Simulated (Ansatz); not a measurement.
```cif
data_structure
_symmetry_space_group_name_H-M 'P 1'
_symmetry_Int_Tables_number 1
_cell_length_a 4.8579
_cell_length_b 4.8579
_cell_length_c 10.0956
_cell_angle_alpha 90.000
_cell_angle_beta 90.000
_cell_angle_gamma 90.000
_cell_volume 238.25
loop_
_atom_site_label
_atom_site_type_symbol
_atom_site_fract_x
_atom_site_fract_y
_atom_site_fract_z
_atom_site_occupancy
Cs1 Cs 0.00000 0.50000 0.67948 1
Cs2 Cs 0.50000 0.00000 0.32052 1
Na1 Na 0.00000 0.00000 0.00000 1
Br1 Br 0.50000 0.50000 0.00000 1
Br2 Br 0.00000 0.50000 0.32309 1
Br3 Br 0.50000 0.00000 0.67691 1
```

Space group P-4m2; a structure from a database of computed crystals, not necessarily the ambient phase; started from the Hf2CuSb3-115 prototype, which need not be the ambient phase.

Level of theory: DFT, r2SCAN+rVV10, plane waves, PAW (Ansatz 0.2.0).

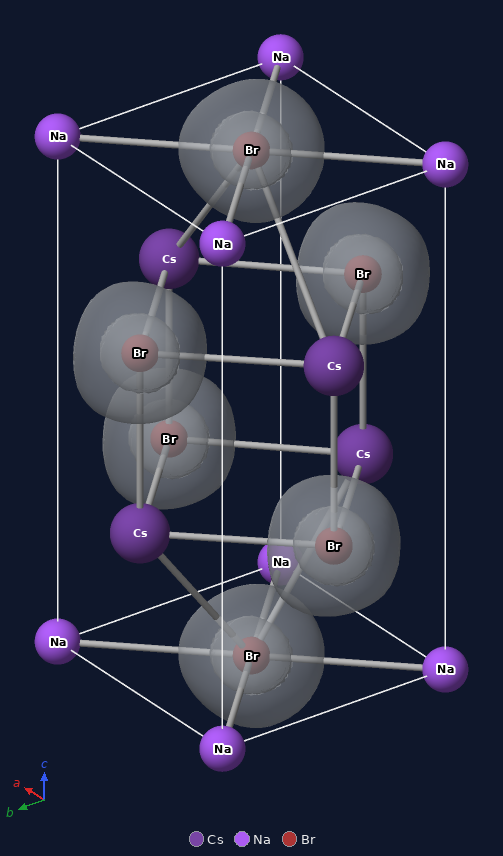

Cs₂NaBr₃. Isosurface of the ELF at 0.8 (grey), seen at an oblique angle. Core shells and regions of very low density are left out. Sticks mark near contacts.

Core electrons are frozen (PAW), and the valence fields are smoothed inside the atomic spheres.

**What do the ELF domains correspond to?**

The surface consists of three regions wrapped around Br (the valence shell of each), counted in one cell of 6 atoms. Any copies at cell faces, edges or corners count once. Along the contacts the grid gives the following. Na–Br (3.44 Å): the ELF is about 0.55 at the midpoint (a closed-shell, largely ionic contact). Cs–Br (3.44 Å): the ELF is about 0.05 at the midpoint: a largely ionic contact.
